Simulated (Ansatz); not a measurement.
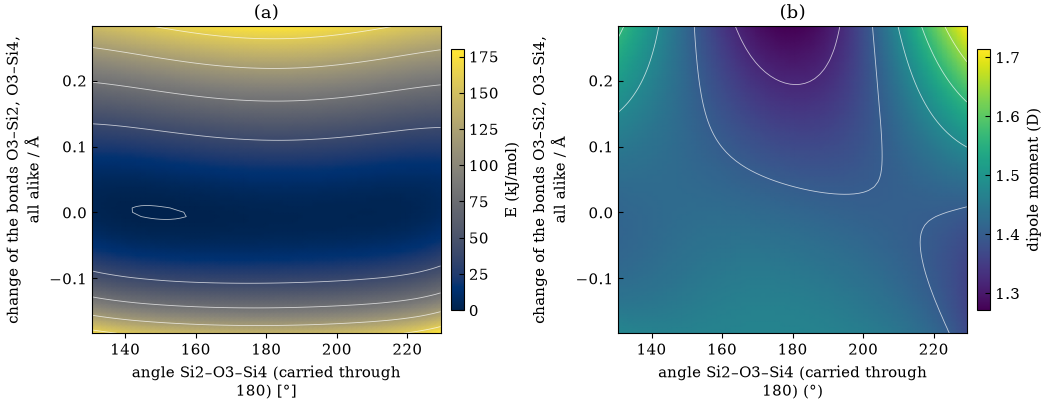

H₅O₂Si₂, SMILES O[SiH]O[SiH3], spin multiplicity 2. First axis: angle Si2–O3–Si4 (carried through 180). Second axis: change of the bonds O3–Si2, O3–Si4, all alike. Nothing is relaxed (all other coordinates rigid). The scan uses a 13 × 13 grid. Points are written as (first, second). Energies: kJ/mol, counted from the lowest grid point. The calculation used Ansatz 0.2.0, UKS PBE0-D4/def2-SVP.

Panel (a) is the energy and panel (b) the computed dipole moment on the same grid.

In the figure: a smooth colour map with a few white contour lines. Between grid points the surface is interpolated.

> How does the dipole moment vary over the map, and what is it at the lowest grid point?

Leaving out the highest fifth of the energies, it runs from 1.31 D at (180.0°, 0.205 Å) to 1.66 D at (229.4°, 0.243 Å). At the lowest grid point, (147.1°, 0.011 Å), it is 1.42 D.

```csv
"second ↓, first →",130.6,138.8,147.1,155.3,163.5,171.8,180.0,188.2,196.5,204.7,212.9,221.2,229.4
0.282,1.57,1.51,1.44,1.38,1.32,1.28,1.27,1.29,1.34,1.42,1.52,1.62,1.71
0.243,1.54,1.49,1.44,1.38,1.34,1.30,1.29,1.31,1.35,1.41,1.49,1.58,1.66
0.205,1.52,1.47,1.43,1.39,1.35,1.33,1.31,1.32,1.35,1.41,1.47,1.54,1.61
0.166,1.49,1.46,1.43,1.40,1.37,1.35,1.34,1.34,1.36,1.40,1.45,1.50,1.56
0.127,1.46,1.45,1.43,1.40,1.38,1.37,1.36,1.36,1.37,1.40,1.43,1.47,1.51
0.088,1.44,1.43,1.42,1.41,1.40,1.38,1.38,1.38,1.38,1.40,1.42,1.44,1.47
0.050,1.43,1.43,1.42,1.42,1.41,1.40,1.40,1.39,1.39,1.40,1.41,1.42,1.43
0.011,1.42,1.42,1.42,1.43,1.42,1.42,1.41,1.41,1.41,1.40,1.41,1.41,1.40
−0.028,1.41,1.42,1.43,1.43,1.43,1.43,1.43,1.42,1.42,1.41,1.40,1.39,1.38
−0.066,1.42,1.42,1.43,1.44,1.44,1.44,1.44,1.44,1.43,1.42,1.41,1.39,1.36
−0.105,1.43,1.43,1.44,1.45,1.45,1.45,1.45,1.45,1.44,1.43,1.41,1.39,1.36
−0.144,1.45,1.45,1.45,1.46,1.46,1.46,1.46,1.46,1.45,1.44,1.42,1.40,1.36
−0.183,1.48,1.47,1.47,1.47,1.47,1.47,1.47,1.47,1.46,1.45,1.44,1.41,1.37
```
